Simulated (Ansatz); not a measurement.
# (KCl)2(SnTe)1 [001] superlattice, started as rocksalt type: phonons and vibrational spectra, part 2 of 2

Task: relax (KCl)2(SnTe)1 [001] superlattice, started as rocksalt type, then find its harmonic phonons.

Ansatz 0.2.0; DFT PBEsol, scalar-relativistic, plane waves, PAW.

So far: Starting point; Relaxation. The relaxed cell has a = 4.420, c = 19.158 Å (conventional setting).

The structure was built from a prototype and need not be the compound's stable phase.

## (3) Relaxing to small forces for the phonons

Phonons need a cell at rest on their own settings, so the relaxation is repeated with tight tolerances on forces and stress on the k mesh and occupations of the first response run.

input.yaml reads:

```yaml
crystal:
  lattice:
    - [3.1253125741, 3.1253125741, 0.0]
    - [-3.1253125741, 3.1253125741, 0.0]
    - [3.1253125741, 0.0, 9.5787521634]
  atoms:
    - { symbol: Cl, position: [0.5042333138, 0.4957666862, -0.0084666276] }
    - { symbol: Cl, position: [0.8291000195, 0.1708999805, 0.341799961] }
    - { symbol: K, position: [-0.0065716654, 0.0065716654, 0.0131433307] }
    - { symbol: K, position: [0.3399049987, 0.6600950013, 0.3201900026] }
    - { symbol: Sn, position: [0.6666666667, 0.3333333333, 0.6666666667] }
    - { symbol: Te, position: [0.1666666667, 0.8333333333, 0.6666666667] }
kpoints:
  mp_grid: { grid: [8, 8, 8] }
hamiltonian:
  xc: pbesol
scf:
  occupations: { method: fixed }
output:
  forces: true
  stress: true
  eigenvalues: true
relax:
  adjacent_minimum: "off"
  f_tol: 0.001
  max_steps: 60
  cell: { stress_tol: 0.01 }
```

Command:

```
$ ansatz run input.yaml --threads 8 --pin off --max-ram 14336MiB --backend cpu --events-out ev --progress --plain --runs-dir out
```

Numbers of over 12 decimals in the logs are rounded to 6 here.

The log of the run:

```text
[...]
Crystal: 6 atoms, lattice volume = 187.122 Å³
Basis set: ecut = 420 eV, 3697 PW (Γ), exchange–correlation on 60×60×144 points (8 copies of the dense FFT grid, shifted against one another)
Bands: 38, of which v1, the nominal top of the filled ones, is band 31 counted from 1 (30 counted from 0)
Symmetry: 16 space group operations
[...]
k-points: 59 of 512
[...]
- [3.124798, 3.124798, 0.0]
    - [-3.124798, 3.124798, 0.0]
    - [3.124798, 0, 9.587775]
  atoms:
    - { symbol: Cl, position: [0.504316, 0.495684, -0.00863224] }
    - { symbol: Cl, position: [0.829017, 0.170983, 0.341966] }
    - { symbol: K, position: [-0.00649384, 0.00649384, 0.012988] }
    - { symbol: K, position: [0.339827, 0.660173, 0.320346] }
    - { symbol: Sn, position: [0.666667, 0.333333, 0.666667] }
    - { symbol: Te, position: [0.166667, 0.833333, 0.666667] }
[key lines of the parts left out:]
SCF converged after 5 iterations
Free energy (F): -18012.669146 eV
Fermi energy:    6.106042 eV
P = ⅓ Tr σ = -0.0002 GPa (-0.002 kbar)
```

Elapsed: 9.4 s, on 8 threads of AMD EPYC 9R14 (Zen 4), shared host; peak memory 0.97 GiB; 68 s of CPU time.

Little changed from the start: no atom moved by 0.005 Å and no cell edge by 0.1 %.

This step gave:

```yaml
pressure: -1.58e-4 GPa
gap_on_the_k_mesh: 0.4720 eV
volume_per_atom: 31.21 Å³
direct_gap_on_mesh: 0.4720 eV
```

The largest force component left is 0.10 meV/Å and the pressure is 0.000 GPa, within the tolerances set. The cell now holds 31.21 Å³/atom.

## (4) Modes at Γ

The zone centre is the only wavevector solved here; it holds the modes that light can see, as far as symmetry allows. The response to a homogeneous field gives the Born charges and the dielectric tensor, and its change with displacement the Raman tensors.

input.yaml reads:

```yaml
crystal:
  lattice:
    - [3.1247977111, 3.1247977111, 0.0]
    - [-3.1247977111, 3.1247977111, 0.0]
    - [3.1247977111, 0.0, 9.5877745561]
  atoms:
    - { symbol: Cl, position: [0.5043161203, 0.4956838797, -0.0086322405] }
    - { symbol: Cl, position: [0.8290172131, 0.1709827869, 0.3419655739] }
    - { symbol: K, position: [-0.0064938357, 0.0064938357, 0.0129876715] }
    - { symbol: K, position: [0.3398271691, 0.6601728309, 0.3203456619] }
    - { symbol: Sn, position: [0.6666666667, 0.3333333333, 0.6666666667] }
    - { symbol: Te, position: [0.1666666667, 0.8333333333, 0.6666666667] }
kpoints:
  mp_grid: { grid: [8, 8, 8] }
hamiltonian:
  xc: pbesol
scf:
  occupations: { method: fixed }
output:
  eigenvalues: true
phonons:
  method: dfpt
  dielectric: true
  rigid_motions: translations
  raman: true
```

The log of the run:

```text
Warning: crystal.symmetry: narrowed to the stabiliser of the run's FFT grids — unitary ops 16 → 4. A phonons.method: dfpt run fills in the rows of the dynamical matrix that it does not solve by its symmetry operations, which is exact only for operations that map its FFT grids onto themselves: filled in by any other, the frequencies could depend on the order in which like atoms are typed, or, by more than the grids' own error, on where the crystal sits among the grids' points. Excluded: 12 operations. The run can therefore solve more perturbations, solve them on more k-points, or both, and cost more. [rest of the remark cut]
Engine: ansatz 0.2.0, x86_64-unknown-linux-gnu
Pseudopotentials: kind: paw
Pseudopotential: Cl, paw, valence charge 7, recommended cutoff 420 eV (normal), Cl.paw.azcp
Pseudopotential: K, paw, valence charge 9, recommended cutoff 420 eV (normal), K.paw.azcp
Pseudopotential: Sn, paw, valence charge 14, recommended cutoff 420 eV (normal), Sn.paw.azcp
Pseudopotential: Te, paw, valence charge 16, recommended cutoff 420 eV (normal), Te.paw.azcp
Functional definition: PBEsol
  exchange = pbesol_x
  correlation = pbesol_c
Crystal: 6 atoms, lattice volume = 187.237 Å³
Basis set: ecut = 420 eV, 3697 PW (Γ), exchange–correlation on 60×60×144 points (8 copies of the dense FFT grid, shifted against one another)
Bands: 38, of which v1, the nominal top of the filled ones, is band 31 counted from 1 (30 counted from 0)
Symmetry: 16 space group operations
k-points: 260 of 512 (irreducible under 1 space group operation, time reversal used)
Non-local potential: Cl, projectors of the file, l = 0: 2, l = 1: 2, l = 2: 2
Non-local potential: K, projectors of the file, l = 0: 3, l = 1: 2, l = 2: 2
Non-local potential: Sn, projectors of the file, l = 0: 2, l = 1: 2, l = 2: 2, l = 3: 2
Non-local potential: Te, projectors of the file, l = 0: 2, l = 1: 2, l = 2: 2, l = 3: 2
PAW form: soft (Blöchl's): semilocal exchange-correlation on the pseudo side does not see the compensation charge
PAW frozen core: Cl, regenerated for the run's functional, and the local potential with it (the file was generated under x = pbe(κ = 0.804, μ = 0.219515), c = pbe(β = 0.066725))
PAW frozen core: K, regenerated for the run's functional, and the local potential with it (the file was generated under x = pbe(κ = 0.804, μ = 0.219515), c = pbe(β = 0.066725))
PAW frozen core: Sn, regenerated for the run's functional, and the local potential with it (the file was generated under x = pbe(κ = 0.804, μ = 0.219515), c = pbe(β = 0.066725))
PAW frozen core: Te, regenerated for the run's functional, and the local potential with it (the file was generated under x = pbe(κ = 0.804, μ = 0.219515), c = pbe(β = 0.066725))
PAW one-centre angular grid: Cl, 110 points (default); XC on 64 Gauss nodes
PAW one-centre angular grid: K, 110 points (default); XC on 64 Gauss nodes
PAW one-centre angular grid: Sn, 590 points (default); XC on 64 Gauss nodes
PAW one-centre angular grid: Te, 590 points (default); XC on 64 Gauss nodes
Initial density: superposition of atomic densities (neutral atoms: chi_scale 0, normalization atom), corrected by the library's trained network
Initial wavefunctions: pseudopotential atomic-orbital guess
Functional: x = pbesol(κ = 0.804, μ = 0.123457), c = pbesol(β = 0.046)
SCF iter   1: F=—  HF=-18012.698787 eV  |F-HF|=—  |Δ(HF+E_count)|=         —  Δρ=4.20e-3  dr2=9.02e-2  ethr=1.77e-3  ⟨swp⟩=5.1  Hψ=37633  notcnv=0  defer=1167
preconditioner: auto → Resta (q_TF=auto, 2.269 Å⁻¹)  ε∞=2.9  [insulator: Δε(μ)=0.463 eV  Ē_g=11.990 eV  n_scr=42 (ndim 8)  ℏωp=16.7 eV  f_vac=0.078  ε∞_Penn≈2.9]
SCF iter   2: F=—  HF=-18012.672936 eV  |F-HF|=—  |Δ(HF+E_count)|=   2.59e-2  Δρ=1.50e-3  dr2=1.15e-2  ethr=1.46e-4  ⟨swp⟩=2.6  Hψ=14385  notcnv=0  defer=1299
SCF iter   3: F=—  HF=-18012.669353 eV  |F-HF|=—  |Δ(HF+E_count)|=   3.58e-3  Δρ=4.82e-4  dr2=1.07e-3  ethr=1.85e-5  ⟨swp⟩=3.7  Hψ=13922  notcnv=0  defer=1299
SCF iter   4: F=—  HF=-18012.669132 eV  |F-HF|=—  |Δ(HF+E_count)|=   2.21e-4  Δρ=1.35e-4  dr2=4.85e-5  ethr=1.72e-6  ⟨swp⟩=2.3  Hψ=12780  notcnv=0  defer=1299
SCF iter   5: F=—  HF=-18012.669144 eV  |F-HF|=—  |Δ(HF+E_count)|=   1.12e-5  Δρ=4.56e-5  dr2=4.70e-6  ethr=7.82e-8  ⟨swp⟩=2.0  Hψ=17378  notcnv=0  defer=1254
SCF iter   6: F=—  HF=-18012.669146 eV  |F-HF|=—  |Δ(HF+E_count)|=   2.45e-6  Δρ=9.02e-6  dr2=2.50e-7  ethr=7.59e-9  ⟨swp⟩=2.1  Hψ=17831  notcnv=0  defer=941
SCF iter   7: F=—  HF=-18012.669146 eV  |F-HF|=—  |Δ(HF+E_count)|=   2.67e-7  Δρ=2.71e-6  dr2=1.62e-8  ethr=4.04e-10  ⟨swp⟩=2.0  Hψ=12178  notcnv=0  defer=946
SCF iter   8: F=—  HF=-18012.669146 eV  |F-HF|=—  |Δ(HF+E_count)|=   1.72e-8  Δρ=8.06e-7  dr2=1.78e-9  ethr=2.62e-11  ⟨swp⟩=2.0  Hψ=15558  notcnv=0  defer=948
SCF iter   9: F=—  HF=-18012.669146 eV  |F-HF|=—  |Δ(HF+E_count)|=  4.26e-10  Δρ=2.29e-7  dr2=1.27e-10  ethr=2.87e-12  ⟨swp⟩=2.0  Hψ=17378  notcnv=0  defer=948
SCF iter  10: F=-18012.669146 eV  HF=-18012.669146 eV  |F-HF|=7.28e-12  |Δ(HF+E_count)|=  1.75e-10  Δρ=6.99e-8  dr2=1.08e-11  ethr=1.00e-12  ⟨swp⟩=17.0  Hψ=71875  notcnv=0
SCF 1 converged in 10 iterations: F = -18012.669146 eV  dr2 = 1.08e-11
[...]
NSCF: frozen V_eff on 3 k-points
DFPT response loops at Γ: preconditioner auto → Resta (q_TF=auto, 2.269 Å⁻¹)  ε∞=11.3 (no band partly filled); β = 1.00, the filter's whole step (`scf.mixing.beta` (0.50) is not read by the response loops at its default; to damp them type it under 1.00, their step now; it binds the ground state too); Broyden in place of MSR1
── the response to a field inside a basis, on 14×14×8 k-points: an SCF that follows is theirs, and a resumed run solves both again ──
Bands: 32, of which v1, the nominal top of the filled ones, is band 31 counted from 1 (30 counted from 0)
k-points: 420
[...]
Eigensolver: Dense (420 Hₖ)
[...]
SCF 1 converged in 6 iterations: F = -18012.628660 eV  dr2 = 6.12e-11
DFPT response loops at Γ: preconditioner auto → Resta (q_TF=auto, 2.269 Å⁻¹)  ε∞=10.8 (no band partly filled); β = 1.00, the filter's whole step (`scf.mixing.beta` (0.50) is not read by the response loops at its default; to damp them type it under 1.00, their step now; it binds the ground state too); Broyden in place of MSR1
DFPT response loops at Γ: mixed as the last ones told, above
```

The job ended after 34 min (8 threads; peak memory 8.3 GiB).

The column dr2 measures how far the density is from self-consistency, as an energy; F and HF (Harris–Foulkes) agree once it is small.

The run was cut off at the time limit after its SCF cycle had converged; no result of it is taken.

The program's message: “Warning: rende”

## (5) Modes at Γ

The zone centre is the only wavevector solved here; it holds the modes that light can see, as far as symmetry allows. No field response is asked.

Edit input.yaml of step 4 so:

```diff
@@ -22,4 +22 @@
   method: dfpt
-  dielectric: true
-  rigid_motions: translations
-  raman: true
```

The log of the run:

```text
[...]
Crystal: 6 atoms, lattice volume = 187.237 Å³
Basis set: ecut = 420 eV, 3697 PW (Γ), exchange–correlation on 60×60×144 points (8 copies of the dense FFT grid, shifted against one another)
Bands: 38, of which v1, the nominal top of the filled ones, is band 31 counted from 1 (30 counted from 0)
Symmetry: 16 space group operations
[...]
The last average, over the group as it would stand without the narrowing to the FFT grids, took up to 7.455e-6 eV/Å² of the zone centre's force constants
  ASR residual per site (eV/Å²): 4.25e-5 4.25e-5 3.79e-5 3.79e-5 5.18e-5 3.09e-5
  Γ frequencies (cm⁻¹): -56.22 -56.22 0.00 0.00 0.00 38.45 39.68 39.68 50.23 50.23 80.63 127.29 137.85 137.85 139.35 139.35 143.19 146.53
  non-analytic LO–TO correction: not included (Born effective charges unavailable; polar crystals: no LO–TO splitting at Γ)
[key lines of the parts left out:]
SCF converged after 10 iterations
Free energy (F): -18012.669146 eV
Fermi energy:    6.106042 eV
```

Wall time 98 s (8 threads); peak memory 3.7 GiB; 11 min of CPU time.

This step gave:

| Quantity | Value |
| --- | --- |
| sum-rule residual before enforcement | 5.18e-5 eV/Å² |
| point group | 4/mmm |
| highest optical mode at the zone centre (no LO-TO term) | 146.5 cm⁻¹ |
| lowest optical zone-centre mode | -56.22 cm⁻¹ |

Without the LO-TO term. Patterns of degenerate modes are one choice out of their space. Modes at Γ, with each element's share of the kinetic energy (negative means imaginary):

```tsv
mode	frequency (cm⁻¹)	symmetry	Cl %	K %	Sn %	Te %
1	-56.2	Eu	1	1	42	56
2	-56.2	Eu	1	1	42	56
3	0.0	acoustic	18	20	30	32
4	0.0	acoustic	18	20	30	32
5	0.0	acoustic	18	20	30	32
6	38.5	A2u	50	2	48	0
7	39.7	Eu	23	38	27	11
8	39.7	Eu	23	38	27	11
9	50.2	Eg	44	56	0	0
10	50.2	Eg	44	56	0	0
11	80.6	A2u	27	2	21	51
12	127.3	A1g	76	24	0	0
13	137.8	Eu	58	41	0	0
14	137.8	Eu	58	41	0	0
15	139.3	Eg	56	44	0	0
16	139.3	Eg	56	44	0	0
17	143.2	A2u	6	76	1	17
18	146.5	A1g	24	76	0	0
```

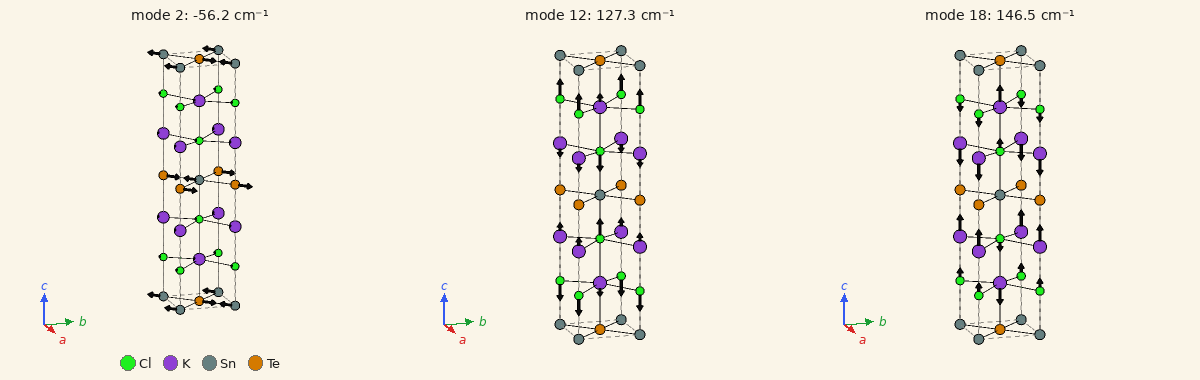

Displacement patterns of modes 2, 12 and 18 at Γ; arrows are exaggerated. Some periodic images of atoms are drawn too.

Before it was imposed, the acoustic sum rule was missed by 5.2e-5 eV/Å². Small misses are needed for a sound result but don't prove that mesh and cutoff are converged. The lowest optical mode is imaginary, 56.2i cm⁻¹, so the energy falls along it.

## (6) Another isotope, element Cl, natural mass 35.45 amu

An isotope changes the mass and not the force constants, so no new electronic calculation is needed; the shifts show which modes move this element.

The same force constants with the mass of Cl changed from 35.450 to 36.966 u (phonopy, no LO-TO term). Both lists are sorted by frequency; levels can cross, so a row need not hold one and the same mode. Modes under 3 cm⁻¹ are left out. Isotope shifts, by row:

```tsv
q	rank	natural mass (cm⁻¹)	changed mass (cm⁻¹)
0 0 0	1	-56.22	-56.21
0 0 0	2	-56.22	-56.21
0 0 0	6	38.45	38.05
0 0 0	7	39.68	39.48
0 0 0	8	39.68	39.48
0 0 0	9	50.23	49.76
0 0 0	10	50.23	49.76
0 0 0	11	80.63	80.19
0 0 0	12	127.3	125.2
0 0 0	13	137.8	136.2
0 0 0	14	137.8	136.2
0 0 0	15	139.3	137.7
0 0 0	16	139.3	137.7
0 0 0	17	143.2	143
0 0 0	18	146.5	145.9
```

A mode of this element alone would shift by -2.07 %. The highest zone-centre frequency without the field goes from 146.5 to 145.9 cm⁻¹ (-0.4 %).

## (7) Isotope substitution, element K, natural mass 39.0983 amu

The same for K, from 39.10 to 40.96 u.

A mode of this element alone would shift by -2.30 %. The highest zone-centre frequency without the field goes from 146.5 to 144.1 cm⁻¹ (-1.7 %).

## (8) Another isotope, element Sn, natural mass 118.71 amu

The same for Sn, from 118.71 to 123.91 u.

A mode of this element alone would shift by -2.12 %. The highest zone-centre frequency without the field goes from 146.5 to 146.5 cm⁻¹ (+0.0 %).

## (9) Isotope substitution, element Te, natural mass 127.6 amu

The same for Te, from 127.60 to 129.91 u.

A mode of this element alone would shift by -0.89 %. The highest zone-centre frequency without the field goes from 146.5 to 146.5 cm⁻¹ (+0.0 %).

## (10) Outcome

```json
{
 "space group after relaxation (within 0.01 Å)": "I4/mmm",
 "volume per atom": "31.2 Å³",
 "gap on the k-mesh": "0.472 eV",
 "highest optical mode at the zone centre (no LO-TO term)": "147 cm⁻¹",
 "lowest optical zone-centre mode": "-56.2 cm⁻¹",
 "imaginary modes at Γ (the only wavevector solved)": "yes"
}
```

**Reading.** A zone-centre mode is imaginary (56.2i cm⁻¹), so this structure is not a minimum of the energy. Without the field, the optical modes at Γ span -56 to 147 cm⁻¹ (negative means imaginary). No dispersion was computed. The highest mode in this list at Γ, 146.5 cm⁻¹, is mostly motion of K (76 % of the kinetic energy). Spin-orbit coupling is left out, which can matter for the heavy elements here. The starting cell was built on a prototype and not taken from a measurement, so the phase need not exist. These are harmonic frequencies at zero temperature: anharmonic shifts, linewidths and thermal expansion are left out.

[Logs are printed without paths, hosts, clocks, repeated set-up lines and the standing remarks that a program may print on its own settings, such as how far it seeks lower states.]

[Hosts, paths, dates, database ids (printed as entryN), source tags and the programs' standing remarks are cut or masked in the printed files.]
